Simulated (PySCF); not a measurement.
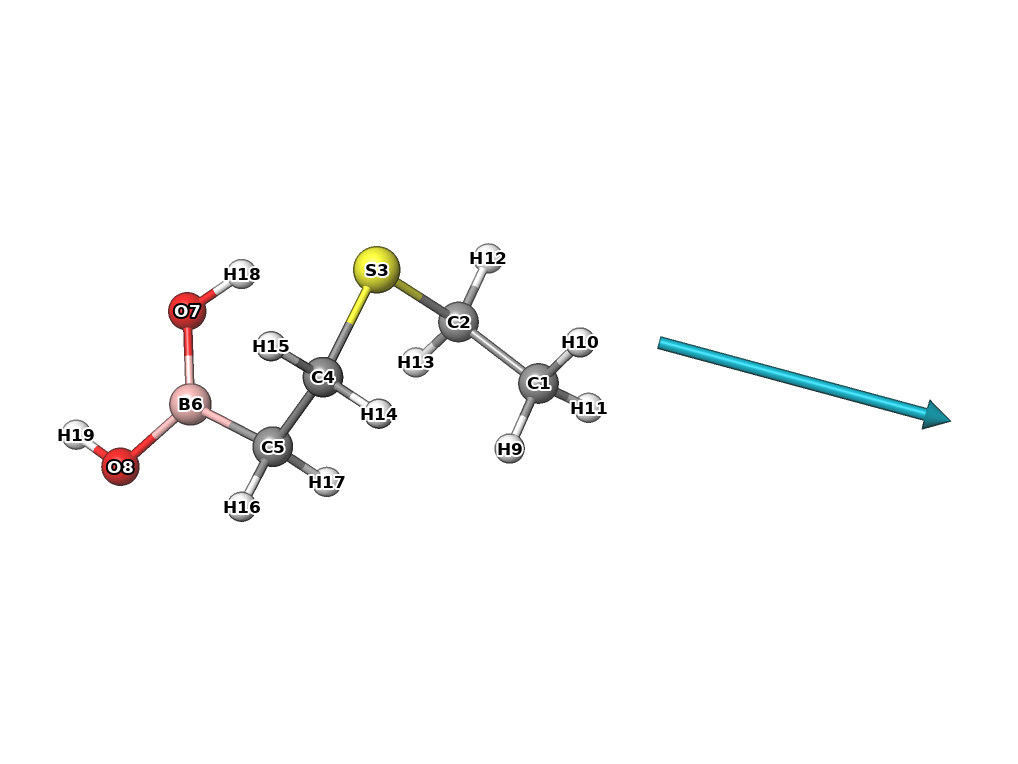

The arrow beside the molecule shows the direction of the dipole moment, from the negative to the positive end (its length means nothing). The computed structure is the end point of a PBE0-D3(BJ)/def2-SVP optimisation. No frequency run is at hand to confirm it as a minimum. Level of theory: CAM-B3LYP/def2-SVPD, gas phase (PySCF 2.14.0).

**How large is the dipole moment?**

1.94 D; it points from the side of H19 to the side of H11 (the outermost atoms at the two ends).
